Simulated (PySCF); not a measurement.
**Excited-state calculation, with input and output: HF**

The run: excited-state calculation of HF (hydrofluoric acid). Method and program: TDDFT B3LYP/def2-SVPD, vertical, gas phase, core orbitals frozen in the response (PySCF 2.14.0).

The geometry comes from this level: PBE0-D3(BJ)/def2-SVP.

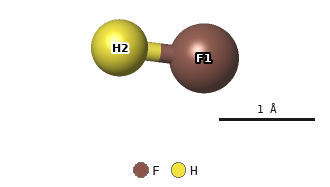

**Figure 1.** The input geometry (ball-and-stick view, seen at a tilt; atoms are numbered from 1 in the order of the input). Bond lengths as drawn: F–H 0.92 Å.

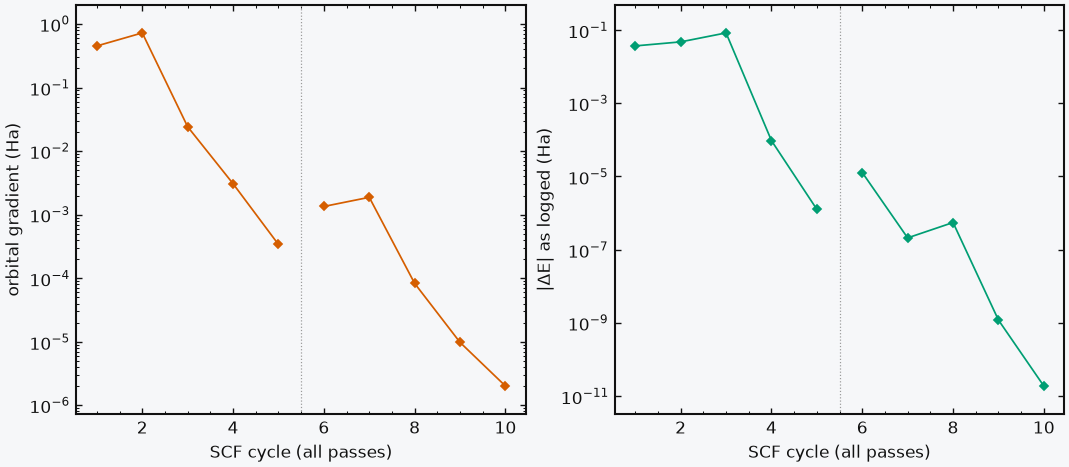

**Figure 2.** Convergence of the self-consistent field: orbital gradient and size of the energy change against the SCF cycle. The dotted line marks the change from a coarse to the final integration grid. The first 5 cycles use a coarse grid, the final grid takes over at cycle 6, and the field converges after 10 cycles in all.

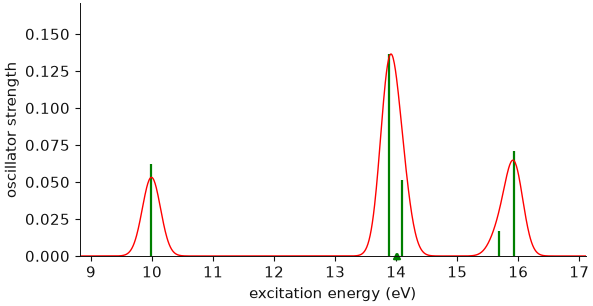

**Figure 3.** Computed excitations as sticks (degenerate states added up, dark ones marked on the axis), with a Gaussian envelope of 0.35 eV full width at half maximum, scaled to the tallest. Of the 10 states the lowest lies at 9.99 eV (f = 0.031); the strongest line is at 13.88 eV, or 89 nm (f = 0.136).

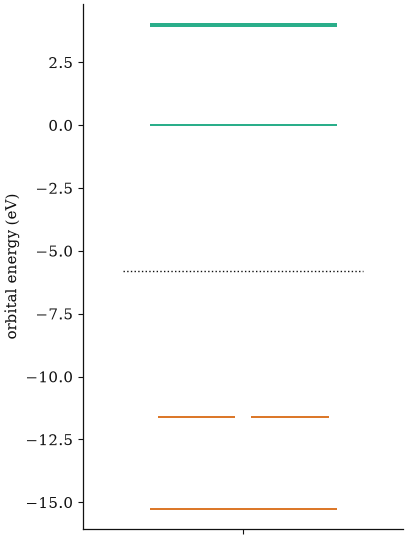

**Figure 4.** Orbital energies near the frontier; the dotted line parts filled from empty levels, and levels within 0.02 eV of each other stand side by side. Highest filled −11.61 eV, lowest empty 0.01 eV, 11.62 eV apart.

The input that produced these results follows, with the program's output.

### The input
```
{"job": {"kind": "uv", "xc": "B3LYP", "basis": "def2-SVPD", "ip": true}, "charge": 0, "multiplicity": 1}
F     -0.413619    -0.191150     0.039208
H      0.431104     0.162330    -0.051338
```

The first line tells a small driver script what to run in PySCF; the rest is the geometry in Å.

Launch command:
```bash
OMP_NUM_THREADS=1 python <driver script> task.json out
```

### Log
```
coarse grid: 1712 points
cycle   1  E = -100.3316806888  dE = -3.686e-02  |g| = 4.518e-01  |ddm| = 9.853e-01
cycle   2  E = -100.2842199119  dE =  4.746e-02  |g| = 7.245e-01  |ddm| = 6.506e-01
cycle   3  E = -100.3677005030  dE = -8.348e-02  |g| = 2.416e-02  |ddm| = 3.791e-01
cycle   4  E = -100.3677957699  dE = -9.527e-05  |g| = 3.071e-03  |ddm| = 1.722e-02
cycle   5  E = -100.3677970343  dE = -1.264e-06  |g| = 3.395e-04  |ddm| = 1.420e-03
final grid: 16976 points
cycle   6  E = -100.3767905883  dE = -1.282e-05  |g| = 1.346e-03  |ddm| = 8.554e-03
cycle   7  E = -100.3767903785  dE =  2.098e-07  |g| = 1.875e-03  |ddm| = 1.540e-03
cycle   8  E = -100.3767909302  dE = -5.517e-07  |g| = 8.286e-05  |ddm| = 1.007e-03
cycle   9  E = -100.3767909314  dE = -1.195e-09  |g| = 9.775e-06  |ddm| = 5.498e-05
cycle  10  E = -100.3767909314  dE = -1.883e-11  |g| = 2.012e-06  |ddm| = 7.588e-06
converged SCF energy = -100.3767909314

Static polarisability (au): isotropic 5.573, principal 5.100 5.100 6.520

Singlet excitations
state   eV       nm        f      main configurations
  1   9.9906    124.1   0.03098   H->L 0.96
  2   9.9906    124.1   0.03098   H-1->L 0.96
  3  13.8803     89.3   0.13649   H-2->L 0.82, H-1->L+2 0.09, H->L+3 0.09
  4  13.9930     88.6   0.00000   H->L+2 0.50, H-1->L+3 0.50
  5  14.0089     88.5   0.00000   H->L+3 0.34, H-1->L+2 0.34, H-1->L+3 0.16
  6  14.0090     88.5   0.00000   H-1->L+3 0.34, H->L+2 0.34, H-1->L+2 0.16
  7  14.0875     88.0   0.02583   H->L+1 0.93
  8  14.0875     88.0   0.02583   H-1->L+1 0.93
  9  15.6764     79.1   0.01703   H->L+3 0.35, H-1->L+2 0.35, H-2->L 0.14
 10  15.9286     77.8   0.07109   H->L+4 0.86, H-1->L+4 0.12

Triplet excitations (Tamm-Dancoff, eV): 9.4959 9.4960 12.7002 13.4702
Vertical ionisation energy (delta-SCF) = 16.4409 eV
```

### Key numbers

```json
{"quantity": "outcome", "value": "converged"}
{"quantity": "total energy", "value": "−100.376791 hartree"}
{"quantity": "HOMO", "value": "−11.61 eV"}
{"quantity": "LUMO", "value": "0.01 eV"}
{"quantity": "dipole moment", "value": "1.83 D"}
{"quantity": "mean polarisability", "value": "5.57 a.u."}
{"quantity": "vertical ionisation energy", "value": "16.44 eV"}
{"quantity": "lowest singlet excitation", "value": "9.99 eV"}
{"quantity": "hardware", "value": "1 CPU thread, shared host"}
{"quantity": "wall time", "value": "0.61 s"}
{"quantity": "peak memory", "value": "0.26 GiB"}
```
